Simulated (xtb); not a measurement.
## Run report: CH3AlS, frequency calculation

- system: CH3AlS, SMILES [CH2]1[AlH][S]1
- method: GFN1-xTB (xtb 6.7.1)

The geometry was optimised with GFN1-xTB.

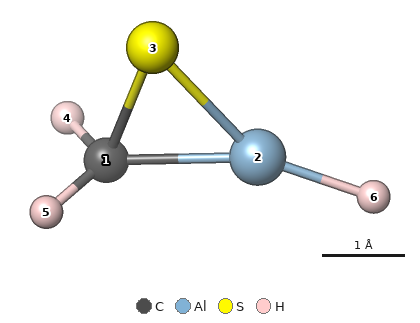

**Figure 1.** The structure (ball-and-stick view, seen at a tilt; atoms are numbered from 1 in the order of the input). Sticks mark near contacts.

## The input (mol.xyz)
```
6
start
C     -0.25666    -0.09425    -0.76635
Al     0.23549     0.50726     0.97837
S      0.52144    -1.50308     0.44900
H     -1.25107    -0.43171    -1.06448
H      0.37374    -0.04468    -1.65614
H      0.37705     1.56646     2.05960
```

## File detailed.inp
```
$hess
   sccacc=0.05
$end
```

Command:
```bash
xtb mol.xyz --gfn 1 --chrg 0 --input detailed.inp --hess -P 1 | tee out.txt
```

## The program's output
```
* xtb version 6.7.1
   ID    Z sym.   atoms
    1    6 C      1
    2   13 Al     2
    3   16 S      3
    4    1 H      4-6

           -------------------------------------------------
          |                Calculation Setup                |
           -------------------------------------------------

          program call               : xtb mol.xyz --gfn 1 --chrg 0 --input detailed.inp --hess -P 1
          coordinate file            : mol.xyz
          omp threads                :                     1

           -------------------------------------------------
          |                 G F N 1 - x T B                 |
           -------------------------------------------------

      * Hamiltonian:
        H0-scaling (s, p, d)           1.850000    2.250000    2.000000
        zeta-weighting                 0.000000
      * Dispersion:
        s8                             2.400000
        a1                             0.630000
        a2                             5.000000
        s9                             0.000000
      * Repulsion:
        kExp                           1.500000
        rExp                           1.000000
      * Coulomb:
        alpha                          2.000000
        third order                    atomic
        anisotropic                    false
      * Halogen bond correction:
        rad-scale                      1.300000
        damping                        0.440000

          ...................................................
          :                      SETUP                      :
          :.................................................:
          :  # basis functions                  30          :
          :  # atomic orbitals                  28          :
          :  # shells                           14          :
          :  # electrons                        16          :
          :  # halogen bonds                     0          :
          :  max. iterations                   250          :
          :  Hamiltonian                  GFN1-xTB          :
          :  restarted?                      false          :
          :  GBSA solvation                  false          :
          :  PC potential                    false          :
          :  electronic temp.          300.0000000     K    :
          :  accuracy                    1.0000000          :
          :  -> integral cutoff          0.2500000E+02      :
          :  -> integral neglect         0.1000000E-07      :
          :  -> SCF convergence          0.1000000E-05 Eh   :
          :  -> wf. convergence          0.2000000E-04 e    :
          :  Broyden damping             0.4000000          :
          :  net charge                          0          :
          :  unpaired electrons                  0          :
          ...................................................

 iter      E             dE          RMSdq      gap      omega  full diag
   1     -8.7296748 -0.872967E+01  0.681E+00    4.02       0.0  T
   2     -8.7378076 -0.813285E-02  0.401E+00    4.38       1.0  T
   3     -8.7287432  0.906441E-02  0.154E+00    4.17       1.0  T
   4     -8.7400021 -0.112589E-01  0.136E-01    4.32       1.0  T
   5     -8.7400637 -0.616500E-04  0.624E-02    4.33       1.0  T
   6     -8.7400703 -0.653108E-05  0.128E-02    4.32       3.2  T
   7     -8.7400705 -0.242583E-06  0.904E-04    4.32      45.2  T
   8     -8.7400705 -0.428106E-08  0.136E-04    4.32     299.1  T
   9     -8.7400705 -0.348699E-11  0.686E-06    4.32    5948.4  T

   *** convergence criteria satisfied after 9 iterations ***

         #    Occupation            Energy/Eh            Energy/eV
      -------------------------------------------------------------
         1        2.0000           -0.8387995             -22.8249
         2        2.0000           -0.6000641             -16.3286
         3        2.0000           -0.5338498             -14.5268
         4        2.0000           -0.5107607             -13.8985
         5        2.0000           -0.4740081             -12.8984
         6        2.0000           -0.4391217             -11.9491
         7        2.0000           -0.4020247             -10.9396
         8        2.0000           -0.3886641             -10.5761 (HOMO)
         9                         -0.2297763              -6.2525 (LUMO)
        10                         -0.2093940              -5.6979
        11                         -0.1336197              -3.6360
        12                         -0.0969100              -2.6371
        13                         -0.0950105              -2.5854
       ...                                ...                  ...
        28                          1.5095504              41.0770
      -------------------------------------------------------------
                  HL-Gap            0.1588877 Eh            4.3236 eV
             Fermi-level           -0.3092202 Eh           -8.4143 eV

 SCC (total)                   0 d,  0 h,  0 min,  0.015 sec
 SCC setup                      ...        0 min,  0.000 sec (  1.795%)
 Dispersion                     ...        0 min,  0.000 sec (  0.340%)
 classical contributions        ...        0 min,  0.000 sec (  0.157%)
 integral evaluation            ...        0 min,  0.003 sec ( 20.568%)
 iterations                     ...        0 min,  0.003 sec ( 22.702%)
 molecular gradient             ...        0 min,  0.008 sec ( 52.444%)
 printout                       ...        0 min,  0.000 sec (  1.838%)

         :::::::::::::::::::::::::::::::::::::::::::::::::::::
         ::                     SUMMARY                     ::
         :::::::::::::::::::::::::::::::::::::::::::::::::::::
         :: total energy              -8.675282549134 Eh    ::
         :: gradient norm              0.000037077450 Eh/a0 ::
         :: HOMO-LUMO gap              4.323555117240 eV    ::
         ::.................................................::
         :: SCC energy                -8.740070513805 Eh    ::
         :: -> electrostatic           0.007503233122 Eh    ::
         :: repulsion energy           0.066368363953 Eh    ::
         :: dispersion energy         -0.001580399282 Eh    ::
         :: halogen bond corr.         0.000000000000 Eh    ::
         :: add. restraining           0.000000000000 Eh    ::
         :: total charge              -0.000000000000 e     ::
         :::::::::::::::::::::::::::::::::::::::::::::::::::::

           -------------------------------------------------
          |                Numerical Hessian                |
           -------------------------------------------------
step length          :   0.00500
SCC accuracy         :   0.05000
Hessian scale factor :   1.00000
frozen atoms in %    :   0.00000    0
RMS gradient         :   0.00004
estimated CPU  time      0.01 min

writing file <hessian>.

 projected vibrational frequencies (cm⁻¹)
eigval :       -0.00    -0.00     0.00     0.00     0.00     0.00
eigval :      339.63   401.01   472.35   483.07   550.51   725.65
eigval :      897.48   935.83  1377.81  1751.52  2988.72  3014.55
           -------------------------------------------------
          |                Property Printout                |
           -------------------------------------------------

    * Orbital Energies and Occupations

         #    Occupation            Energy/Eh            Energy/eV
      -------------------------------------------------------------
         1        2.0000           -0.8387995             -22.8249
         2        2.0000           -0.6000641             -16.3286
         3        2.0000           -0.5338498             -14.5268
         4        2.0000           -0.5107607             -13.8985
         5        2.0000           -0.4740081             -12.8984
         6        2.0000           -0.4391218             -11.9491
         7        2.0000           -0.4020247             -10.9396
         8        2.0000           -0.3886641             -10.5761 (HOMO)
Molecule has the following symmetry elements: (sigma)
It seems to be the Cs point group
         9                         -0.2297763              -6.2525 (LUMO)
        10                         -0.2093941              -5.6979
        11                         -0.1336196              -3.6360
        12                         -0.0969099              -2.6371
        13                         -0.0950105              -2.5854
        14                         -0.0666745              -1.8143
        15                         -0.0601507              -1.6368
        16                         -0.0488592              -1.3295
        17                         -0.0159865              -0.4350
        18                          0.0001088               0.0030
        19                          0.0100870               0.2745
       ...                                ...                  ...
        28                          1.5095505              41.0770
      -------------------------------------------------------------
                  HL-Gap            0.1588877 Eh            4.3236 eV
             Fermi-level           -0.3092202 Eh           -8.4143 eV

  Mulliken/CM5 charges         n(s)   n(p)   n(d)
     1C    -0.14808 -0.20252   1.062  3.086  0.000
     2Al    0.33317  0.17809   1.224  1.028  0.415
     3S    -0.19059 -0.17879   1.870  4.329 -0.008
     4H     0.04009  0.09554   0.960  0.000  0.000
     5H     0.04009  0.09554   0.960  0.000  0.000
     6H    -0.07467  0.01214   1.075  0.000  0.000

Wiberg/Mayer (AO) data.
largest (>0.10) Wiberg bond orders for each atom

 ---------------------------------------------------------------------------
     #   Z sym  total        # sym  WBO       # sym  WBO       # sym  WBO
 ---------------------------------------------------------------------------
     1   6 C    3.831 --     2 Al   0.949     4 H    0.948     5 H    0.948
                             3 S    0.913
     2  13 Al   3.253 --     3 S    1.367     1 C    0.949     6 H    0.853
     3  16 S    2.371 --     2 Al   1.367     1 C    0.913
     4   1 H    1.010 --     1 C    0.948
     5   1 H    1.010 --     1 C    0.948
     6   1 H    0.996 --     2 Al   0.853
 ---------------------------------------------------------------------------

Topologies differ in total number of bonds
Writing topology from bond orders to xtbtopo.mol

 dipole moment from electron density (au)
     X       Y       Z
  -0.1400   1.1497   0.3674  total (Debye):    3.088

           -------------------------------------------------
          |               Frequency Printout                |
           -------------------------------------------------
 projected vibrational frequencies (cm⁻¹)
eigval :       -0.00    -0.00     0.00     0.00     0.00     0.00
eigval :      339.63   401.01   472.35   483.07   550.51   725.65
eigval :      897.48   935.83  1377.81  1751.52  2988.72  3014.55
 reduced masses (amu)
   1: 20.22   2: 28.52   3: 24.21   4: 26.01   5: 28.47   6: 10.36   7:  2.88   8:  7.15
   9: 18.14  10:  3.97  11: 20.87  12: 18.19  13:  1.96  14:  3.44  15:  2.11  16:  2.15
  17:  1.54  18:  2.07
 IR intensities (km·mol⁻¹)
   1:  1.77   2:  2.63   3:  0.85   4:  0.72   5:  2.69   6:  0.71   7: 67.56   8:265.13
   9: 47.16  10:137.62  11:  9.36  12: 33.96  13:  1.40  14:  2.70  15:  0.11  16:719.42
  17: 29.26  18: 22.35
 Raman intensities (Ä⁴*amu⁻¹)
   1:  0.00   2:  0.00   3:  0.00   4:  0.00   5:  0.00   6:  0.00   7:  0.00   8:  0.00
   9:  0.00  10:  0.00  11:  0.00  12:  0.00  13:  0.00  14:  0.00  15:  0.00  16:  0.00
  17:  0.00  18:  0.00
 output can be read by thermo (or use thermo option).
 writing <g98.out> molden fake output.
 recommended (thermochemical) frequency scaling factor: 1.0
           -------------------------------------------------
          |             Thermodynamic Functions             |
           -------------------------------------------------

cs  symmetry found (for desy threshold:  0.10E+00) used in thermo

          ...................................................
          :                      SETUP                      :
          :.................................................:
          :  # frequencies                          12      :
          :  # imaginary freq.                       0      :
          :  linear?                             false      :
          :  only rotor calc.                    false      :
          :  symmetry                               cs      :
          :  rotational number                       1      :
          :  scaling factor                  1.0000000      :
          :  rotor cutoff                   50.0000000 cm⁻¹ :
          :  imag. cutoff                  -20.0000000 cm⁻¹ :
          :.................................................:

    mode    ω/cm⁻¹     T·S(HO)/kcal·mol⁻¹    T·S(FR)/kcal·mol⁻¹   T·S(vib)
   ------------------------------------------------------------------------
   ------------------------------------------------------------------------

   temp. (K)  partition function   enthalpy   heat capacity  entropy
                                   cal/mol     cal/K/mol   cal/K/mol   J/K/mol
 298.15  VIB   2.04                  983.454      8.684      4.712
         ROT  0.413E+05              888.752      2.981     24.101
         INT  0.840E+05             1872.207     11.665     28.813
         TR   0.617E+27             1481.254      4.968     38.806
         TOT                        3353.4607    16.6328    67.6195   282.9201

       T/K    H(0)-H(T)+PV         H(T)/Eh          T*S/Eh         G(T)/Eh
   ------------------------------------------------------------------------
    298.15    0.534408E-02    0.370975E-01    0.321282E-01    0.496927E-02
   ------------------------------------------------------------------------

         :::::::::::::::::::::::::::::::::::::::::::::::::::::
         ::                  THERMODYNAMIC                  ::
         :::::::::::::::::::::::::::::::::::::::::::::::::::::
         :: total free energy          -8.670313277771 Eh   ::
         ::.................................................::
         :: total energy               -8.675282549134 Eh   ::
         :: zero point energy           0.031753410813 Eh   ::
         :: G(RRHO) w/o ZPVE           -0.026784139450 Eh   ::
         :: G(RRHO) contrib.            0.004969271363 Eh   ::
         :::::::::::::::::::::::::::::::::::::::::::::::::::::

           -------------------------------------------------
          | TOTAL ENERGY               -8.675282549134 Eh   |
          | TOTAL ENTHALPY             -8.638185058519 Eh   |
          | TOTAL FREE ENERGY          -8.670313277771 Eh   |
          | GRADIENT NORM               0.000037074295 Eh/α |
          | HOMO-LUMO GAP               4.323555642331 eV   |
           -------------------------------------------------

------------------------------------------------------------------------
------------------------------------------------------------------------
 total:
 *  cpu-time:     0 d,  0 h,  0 min,  0.338 sec
 * ratio c/w:     0.979 speedup
 SCF:
 *  cpu-time:     0 d,  0 h,  0 min,  0.011 sec
 * ratio c/w:     0.776 speedup
 analytical hessian:
 *  cpu-time:     0 d,  0 h,  0 min,  0.317 sec
 * ratio c/w:     0.988 speedup
```

## File vibspectrum
```
$vibrational spectrum
#  mode     symmetry     wave number   IR intensity    selection rules
#                         cm**(-1)      (km*mol⁻¹)        IR
     1                      -0.00         0.00000          -
     2                      -0.00         0.00000          -
     3                       0.00         0.00000          -
     4                       0.00         0.00000          -
     5                       0.00         0.00000          -
     6                       0.00         0.00000          -
     7        a            339.63        67.55849         YES
     8        a            401.01       265.13119         YES
     9        a            472.35        47.16253         YES
    10        a            483.07       137.61752         YES
    11        a            550.51         9.36300         YES
    12        a            725.65        33.96070         YES
    13        a            897.48         1.39630         YES
    14        a            935.83         2.69557         YES
    15        a           1377.81         0.10799         YES
    16        a           1751.52       719.41679         YES
    17        a           2988.72        29.25923         YES
    18        a           3014.55        22.35307         YES
$end
```

## Standard error
```
normal termination of xtb
```

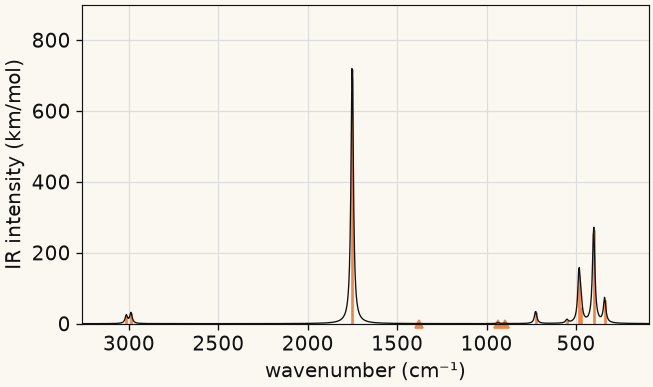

**Figure 2.** Harmonic infrared spectrum, unscaled: sticks (degenerate modes added up, dark ones marked on the axis) with a Lorentzian envelope of 16 cm⁻¹ full width, scaled to the tallest stick. 12 modes from 340 to 3015 cm⁻¹, none imaginary. The strongest line is at 1752 cm⁻¹ (719 km/mol). All modes, in cm⁻¹ (km/mol): 340 (68), 401 (265), 472 (47), 483 (138), 551 (9.4), 726 (34), 897 (1.4), 936 (2.7), 1378 (0.1), 1752 (719), 2989 (29), 3015 (22).

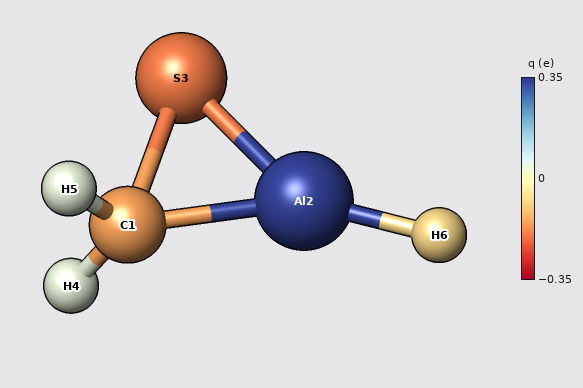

**Figure 3.** Mulliken charges, as the colour of each atom (ball-and-stick view, seen at a tilt; atoms are numbered from 1 in the order of the input). By element: C −0.15, Al +0.33, S −0.19 and H −0.07 to +0.04 e.

## Results in brief

| quantity | value |
| --- | --- |
| outcome | converged |
| electrons treated | 16 |
| total energy | −8.675283 hartree |
| dispersion energy | −0.001580 hartree |
| basis functions | 30 |
| HOMO | −10.58 eV |
| LUMO | −6.25 eV |
| zero-point energy | 0.031753 hartree |
| dipole moment | 3.09 D |
| wavenumbers, lowest and highest | 340 and 3015 cm⁻¹ |
| hardware | 1 thread of Intel Xeon @ 2.70GHz, 189 GiB of memory available, shared host |
| peak memory | 0.07 GiB |

## Remarks

Settings chosen away from the usual ones: method = gfn1-xtb; task = frequencies; x = {"hess_scc_accuracy": 0.05}; geo = {"prev": "A"}.
